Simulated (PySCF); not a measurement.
F₂NbO₂ (charge −1)

Input file:

```
{"job": {"kind": "sp", "xc": "wB97X", "basis": "ma-def2-SVP", "d3": "d3bj", "grid": 2}, "charge": -1, "multiplicity": 1}
Nb     0.036551     0.001302     0.026360
O     -0.245613    -0.014900     1.769903
O      1.781542    -0.005796    -0.250383
F     -0.766568     1.600863    -0.773565
F     -0.784853    -1.573713    -0.802600
```

Launched as:

```sh
OMP_NUM_THREADS=1 python redox_run.py task.json out
```

Geometry: BP86-D3(BJ)/ma-def2-SVP; core potentials replace the inner electrons of Nb.

All numbers below come from PySCF, DFT single point, gas phase, functional wB97X.

Question: What will maps of the electron density and electron localisation function show?

Answer: Nb–O (1.77 Å): the density is about 1.5 e/Å³ at the midpoint; the ELF peaks at about 0.80 in the valence shell of O, 0.5 Å from its nucleus, and drops to about 0.40 between the two atoms.
Nb–F (1.96 Å): the density is about 0.79 e/Å³ at the midpoint; the ELF peaks at about 0.85 in the valence shell of F, 0.5 Å from its nucleus, and drops to about 0.15 between the two atoms.

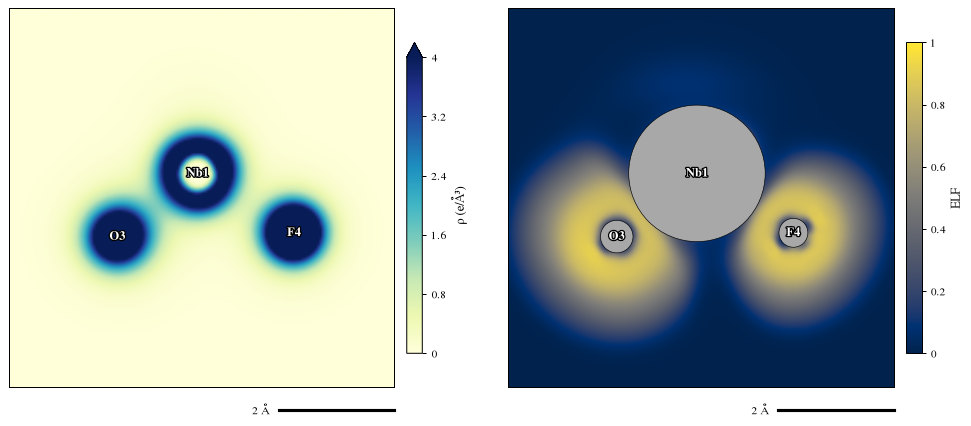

Computed electron density and electron localisation function on the plane of atoms O3, Nb1 and F4, in this order. Grey discs cover the atomic cores in the ELF map. 
